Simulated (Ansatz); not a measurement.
**ZrCl3F2: geometry relaxation (part 1 of 2)**

The run: geometry relaxation of ZrCl3F2, multiplicity 2. Method and program: UKS PBE0-D4/def2-SVP (Ansatz 0.2.0).

It belongs to a series of runs on one base structure; here: end point A relaxed.

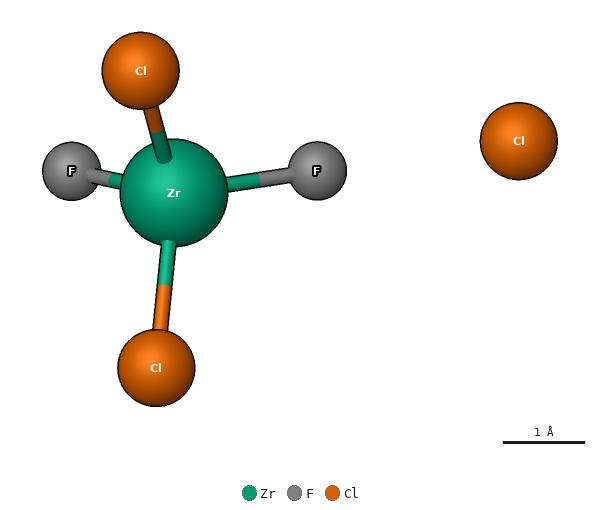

The starting structure (ball-and-stick view, seen at a tilt). Sticks mark near contacts. Bond lengths as drawn: Cl–Zr 2.33 Å and F–Zr 1.88 to 1.94 Å.

**Summary**

| quantity | value |
| --- | --- |
| outcome | converged |
| total energy | −44256.6186 eV |
| mean-field energy | −44256.4220 eV |
| ⟨S²⟩ | 0.754 |
| largest force (length of the vector) at the end | 0.035 eV/Å |
| hardware | 4 threads of Arm Neoverse V1, 24 GiB of memory available, shared host |
| wall time | 3.4 min (CPU time 13 min) |
| peak memory | 0.48 GiB |

**Input file**
```yaml
crystal:
  periodic: [false, false, false]
  atoms:
    - { symbol: Zr, position_ang: [0.012798, 0.021323, -0.071796] }
    - { symbol: F, position_ang: [-0.003211, -0.00595, 1.868174] }
    - { symbol: Cl, position_ang: [2.202174, 0.016756, -0.86441] }
    - { symbol: Cl, position_ang: [-1.085668, 1.915002, -0.864858] }
    - { symbol: F, position_ang: [-0.870684, -1.509132, -0.713026] }
    - { symbol: Cl, position_ang: [0.001491, 0.002601, 4.568216] }
magnetization:
  spin_polarized: true
  initial_magnetization: 1
basis:
  gaussian: { orbitals: def2-SVP }
hamiltonian:
  xc: pbe0
  dispersion: d4
relax:
  f_tol: 0.03
  max_steps: 50
```

Launched with:
```bash
ansatz run input.yaml --threads 4 --pin off --max-ram 5120MiB --backend cpu --events-out ev --progress --plain --runs-dir out
```

**The program's output**
```
The last accepted step is kept in [file] (removed where the run ends without a failure and the disk answers)
Engine: ansatz 0.2.0, aarch64-unknown-linux-gnu
Functional definition: PBE0
  parameter a = 0.25
  parameter kappa = 0.804
  parameter beta = 0.06672455060314922
  exchange = (1 - a)*pbe_x(kappa = kappa, mu = beta*pi^2/3) + a*exact_x
  correlation = pbe_c(beta = beta)
1139 factors; integrals over basis functions are off by at most 3.1e-4 eV
mean field evaluation 1: about -44251.3533 eV, gradient 3.5e1 eV
mean field evaluation 2: about -44225.9286 eV, gradient 9.5e1 eV
mean field evaluation 4: about -44255.5759 eV, gradient 1.8e0 eV
mean field evaluation 8: about -44255.6325 eV, gradient 1.9e-1 eV
mean field evaluation 16: about -44255.6326 eV, gradient 5.4e-4 eV
mean field evaluation 32: about -44255.6326 eV, gradient 6.1e-7 eV
mean field -44255.63264246 eV, -1626.3645020651 hartree, gradient 6.4e-7 eV, S^2 0.752241; 4 other end points of the search recorded, 0 dependent functions left out
the calculation of the forces begins
reference -44255.63270240 eV, -1626.3645042680 hartree; 41, 40 occupied and 72, 73 virtual orbitals, 1139 factors
relax step   1: F+E_penalty+E_count = -44255.78122224 eV  Δ(F+E_penalty+E_count) = +0.000e0 eV  max|allowed force component| = 1.171e0 eV/Å  Δτ_max = 0.0000 Å  (147 SCF iters, accepted)
these checks for a lower state are left out or cut short: starts, cluster_reference, orbital_swaps, neighbouring_geometries, increment
1139 factors; integrals over basis functions are off by at most 3.1e-4 eV
mean field -44255.66050266 eV, -1626.3655259088 hartree, gradient 6.0e-6 eV, S^2 0.752244; 0 other end points of the search recorded, 0 dependent functions left out
[... from here on the field's lines of each further geometry are left out, up to the last ...]
relax step   2: F+E_penalty+E_count = -44255.81024460 eV  Δ(F+E_penalty+E_count) = -2.902e-2 eV  max|allowed force component| = 8.885e-2 eV/Å  Δτ_max = 0.0331 Å  (60 SCF iters, accepted)
relax step   3: F+E_penalty+E_count = -44255.81133684 eV  Δ(F+E_penalty+E_count) = -1.092e-3 eV  max|allowed force component| = 3.094e-2 eV/Å  Δτ_max = 0.0128 Å  (60 SCF iters, accepted)
relax step   4: F+E_penalty+E_count = -44255.81163494 eV  Δ(F+E_penalty+E_count) = -2.981e-4 eV  max|allowed force component| = 2.459e-2 eV/Å  Δτ_max = 0.0192 Å  (100 SCF iters, accepted)
relax step   5: F+E_penalty+E_count = -44255.81233642 eV  Δ(F+E_penalty+E_count) = -7.015e-4 eV  max|allowed force component| = 6.202e-2 eV/Å  Δτ_max = 0.1353 Å  (66 SCF iters, accepted)
relax step   6: F+E_penalty+E_count = -44255.81298678 eV  Δ(F+E_penalty+E_count) = -6.504e-4 eV  max|allowed force component| = 4.574e-2 eV/Å  Δτ_max = 0.0204 Å  (108 SCF iters, accepted)
relax step   7: F+E_penalty+E_count = -44255.81808530 eV  Δ(F+E_penalty+E_count) = -5.099e-3 eV  max|allowed force component| = 1.137e-1 eV/Å  Δτ_max = 0.1967 Å  (60 SCF iters, accepted)
relax step   8: F+E_penalty+E_count = -44255.82540325 eV  Δ(F+E_penalty+E_count) = -7.318e-3 eV  max|allowed force component| = 1.987e-1 eV/Å  Δτ_max = 0.1965 Å  (108 SCF iters, accepted)
relax step   9: F+E_penalty+E_count = -44255.83686633 eV  Δ(F+E_penalty+E_count) = -1.146e-2 eV  max|allowed force component| = 2.532e-1 eV/Å  Δτ_max = 0.1946 Å  (62 SCF iters, accepted)
relax step  10: F+E_penalty+E_count = -44255.85216303 eV  Δ(F+E_penalty+E_count) = -1.530e-2 eV  max|allowed force component| = 2.334e-1 eV/Å  Δτ_max = 0.1975 Å  (104 SCF iters, accepted)
relax step  11: F+E_penalty+E_count = -44255.87327596 eV  Δ(F+E_penalty+E_count) = -2.111e-2 eV  max|allowed force component| = 1.644e-1 eV/Å  Δτ_max = 0.1951 Å  (67 SCF iters, accepted)
relax step  12: F+E_penalty+E_count = -44255.89776583 eV  Δ(F+E_penalty+E_count) = -2.449e-2 eV  max|allowed force component| = 9.517e-2 eV/Å  Δτ_max = 0.1989 Å  (66 SCF iters, accepted)
relax step  13: F+E_penalty+E_count = -44255.92672043 eV  Δ(F+E_penalty+E_count) = -2.895e-2 eV  max|allowed force component| = 1.316e-1 eV/Å  Δτ_max = 0.1973 Å  (66 SCF iters, accepted)
relax step  14: F+E_penalty+E_count = -44255.96292920 eV  Δ(F+E_penalty+E_count) = -3.621e-2 eV  max|allowed force component| = 1.313e-1 eV/Å  Δτ_max = 0.1951 Å  (66 SCF iters, accepted)
relax step  15: F+E_penalty+E_count = -44255.99231906 eV  Δ(F+E_penalty+E_count) = -2.939e-2 eV  max|allowed force component| = 3.627e-1 eV/Å  Δτ_max = 0.1919 Å  (74 SCF iters, accepted)
relax step  16: F+E_penalty+E_count = -44256.02670872 eV  Δ(F+E_penalty+E_count) = -3.439e-2 eV  max|allowed force component| = 1.771e-1 eV/Å  Δτ_max = 0.1947 Å  (120 SCF iters, accepted)
relax step  17: F+E_penalty+E_count = -44255.99236600 eV  Δ(F+E_penalty+E_count) = +3.434e-2 eV  max|allowed force component| = 9.881e-1 eV/Å  Δτ_max = 0.0671 Å  (81 SCF iters, rejected (line search))
relax step  18: F+E_penalty+E_count = -44256.03133399 eV  Δ(F+E_penalty+E_count) = -4.625e-3 eV  max|allowed force component| = 8.856e-2 eV/Å  Δτ_max = 0.0327 Å  (77 SCF iters, accepted)
relax step  19: F+E_penalty+E_count = -44256.04709486 eV  Δ(F+E_penalty+E_count) = -1.576e-2 eV  max|allowed force component| = 3.975e-1 eV/Å  Δτ_max = 0.0732 Å  (178 SCF iters, accepted)
relax step  20: F+E_penalty+E_count = -44256.16092372 eV  Δ(F+E_penalty+E_count) = -1.138e-1 eV  max|allowed force component| = 3.503e-1 eV/Å  Δτ_max = 0.1426 Å  (72 SCF iters, accepted)
relax step  21: F+E_penalty+E_count = -44256.36044266 eV  Δ(F+E_penalty+E_count) = -1.995e-1 eV  max|allowed force component| = 4.314e-1 eV/Å  Δτ_max = 0.1988 Å  (54 SCF iters, accepted)
relax step  22: F+E_penalty+E_count = -44256.50967403 eV  Δ(F+E_penalty+E_count) = -1.492e-1 eV  max|allowed force component| = 3.363e-1 eV/Å  Δτ_max = 0.1949 Å  (44 SCF iters, accepted)
relax step  23: F+E_penalty+E_count = -44256.59268411 eV  Δ(F+E_penalty+E_count) = -8.301e-2 eV  max|allowed force component| = 3.906e-1 eV/Å  Δτ_max = 0.1950 Å  (45 SCF iters, accepted)
relax step  24: F+E_penalty+E_count = -44256.58432964 eV  Δ(F+E_penalty+E_count) = +8.354e-3 eV  max|allowed force component| = 8.828e-1 eV/Å  Δτ_max = 0.1961 Å  (44 SCF iters, rejected (line search))
relax step  25: F+E_penalty+E_count = -44256.61652082 eV  Δ(F+E_penalty+E_count) = -2.384e-2 eV  max|allowed force component| = 1.144e-1 eV/Å  Δτ_max = 0.0830 Å  (38 SCF iters, accepted)
relax step  26: F+E_penalty+E_count = -44256.61485064 eV  Δ(F+E_penalty+E_count) = +1.670e-3 eV  max|allowed force component| = 3.188e-1 eV/Å  Δτ_max = 0.0242 Å  (41 SCF iters, rejected (line search))
the calculation of the forces begins
reference -44256.42198093 eV, -1626.3935097189 hartree; 41, 40 occupied and 72, 73 virtual orbitals, 1143 factors
relax step  27: F+E_penalty+E_count = -44256.61853236 eV  Δ(F+E_penalty+E_count) = -2.012e-3 eV  max|allowed force component| = 2.695e-2 eV/Å  Δτ_max = 0.0118 Å  (34 SCF iters, accepted)
1143 factors; integrals over basis functions are off by at most 2.9e-4 eV
mean field evaluation 416: about -44256.4219 eV, gradient 2.7e-5 eV
```

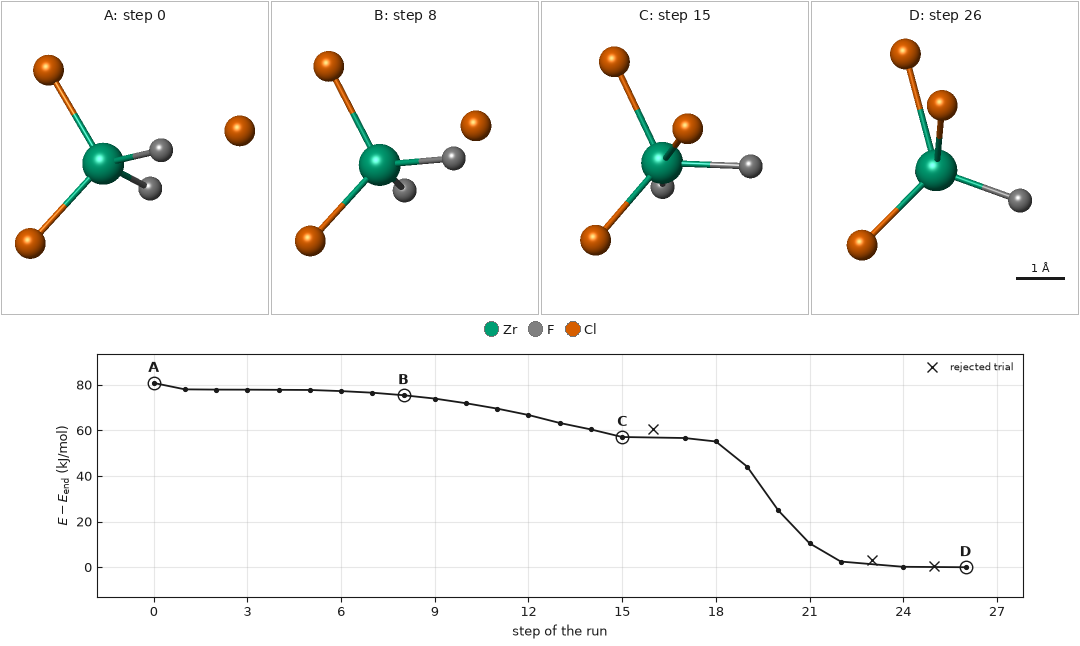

Frames of the relaxation (ball-and-stick view, seen at a tilt) above the curves, on which the letters mark them (the first geometry is step 0 here and step 1 in the log).

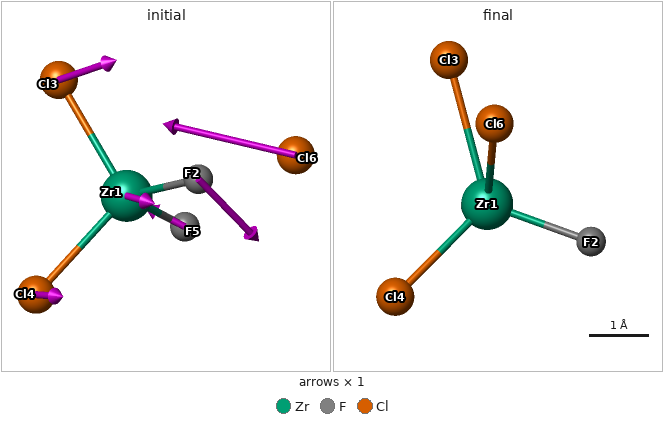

Before (left) and after (right) the relaxation, at one scale (ball-and-stick view, seen at a tilt). The pink arrows give the displacements, at true length. After 26 geometry steps the energy has fallen by 80.8 kJ/mol. The largest force component goes from 1.2 to 0.027 eV/Å. The line search rejected the trial steps at points 16, 23, 25 (counted from 0) and went back. Cl6 moves most after the best rigid fit: 2.52 Å. Largest moves by element: Cl 2.52 Å, F 1.72 Å, Zr 0.65 Å. Among the contacts that change: Zr1–Cl6 4.640 → 2.584 Å, Zr1–Cl3 2.328 → 2.527 Å, Zr1–F2 1.940 → 1.882 Å, Zr1–F5 1.880 → 1.888 Å. New bonds form: Zr1–Cl6 (4.64 → 2.58 Å). Among the angles that change: Cl3–Zr1–F5 108.9° → 87.5°, F2–Zr1–Cl3 110.4° → 124.8°, Cl3–Zr1–Cl4 109.2° → 119.3°. (Atoms are counted from 1 in the order of the input.)

```
mean field -44256.42191781 eV, -1626.3935073994 hartree, gradient 1.6e-5 eV, S^2 0.754102; 3 other end points of the search recorded, 0 dependent functions left out
the calculation of the forces begins
reference -44256.42198093 eV, -1626.3935097189 hartree; 41, 40 occupied and 72, 73 virtual orbitals, 1143 factors
Total energy: -44256.61859548 eV, -1626.4007351703 hartree
Atom 0 at    -0.233093    -0.070048     0.525682 Å, force    -0.026029     0.021914    -0.009964 eV/Å
Atom 1 at    -1.155866    -1.262166     1.652060 Å, force    -0.003826     0.010376    -0.015861 eV/Å
Atom 2 at     2.280688     0.035214     0.288722 Å, force     0.006882     0.015910     0.026947 eV/Å
Atom 3 at    -1.502377     1.834737     0.080770 Å, force     0.003300    -0.019311     0.010426 eV/Å
Atom 4 at    -0.264385    -1.010891    -1.111184 Å, force    -0.002538    -0.014548     0.009377 eV/Å
Atom 5 at     1.131934     0.913754     2.486249 Å, force     0.022210    -0.014342    -0.020925 eV/Å
Dipole moment:     0.201943     0.053633     0.095893 e Å
```

**Trajectory as extended XYZ (Å, eV, eV/Å), 27 frames, from step=1 to step=27**
```
6
Properties=species:S:1:pos:R:3:forces:R:3 step=1 energy=-44255.78122
Zr    0.0128    0.0213   -0.0718   -0.0122  -0.0212   1.1492
F    -0.0032   -0.0060    1.8682    0.0136   0.0233  -1.1709
Cl    2.2022    0.0168   -0.8644    0.0064  -0.0037   0.0098
Cl   -1.0857    1.9150   -0.8649   -0.0065   0.0038   0.0098
F    -0.8707   -1.5091   -0.7130   -0.0021  -0.0035  -0.0024
Cl    0.0015    0.0026    4.5682    0.0008   0.0014   0.0044
6
Properties=species:S:1:pos:R:3:forces:R:3 step=2 energy=-44255.81025
Zr    0.0121    0.0201   -0.0599    0.0061   0.0107   0.0677
F    -0.0015   -0.0030    1.8352    0.0002   0.0003  -0.0889
Cl    2.2047    0.0129   -0.8444    0.0518  -0.0004   0.0015
Cl   -1.0903    1.9153   -0.8449   -0.0262   0.0446   0.0015
F    -0.8713   -1.5102   -0.7020   -0.0327  -0.0566  -0.0027
Cl    0.0031    0.0055    4.5382    0.0008   0.0014   0.0208
6
Properties=species:S:1:pos:R:3:forces:R:3 step=3 energy=-44255.81134
Zr    0.0113    0.0188   -0.0674    0.0094   0.0162  -0.0309
F    -0.0005   -0.0013    1.8238   -0.0020  -0.0035  -0.0135
Cl    2.2142    0.0112   -0.8359   -0.0168   0.0001   0.0104
Cl   -1.0965    1.9226   -0.8364    0.0085  -0.0145   0.0104
F    -0.8755   -1.5174   -0.6975    0.0002   0.0003   0.0060
Cl    0.0039    0.0068    4.5358    0.0008   0.0014   0.0176
```
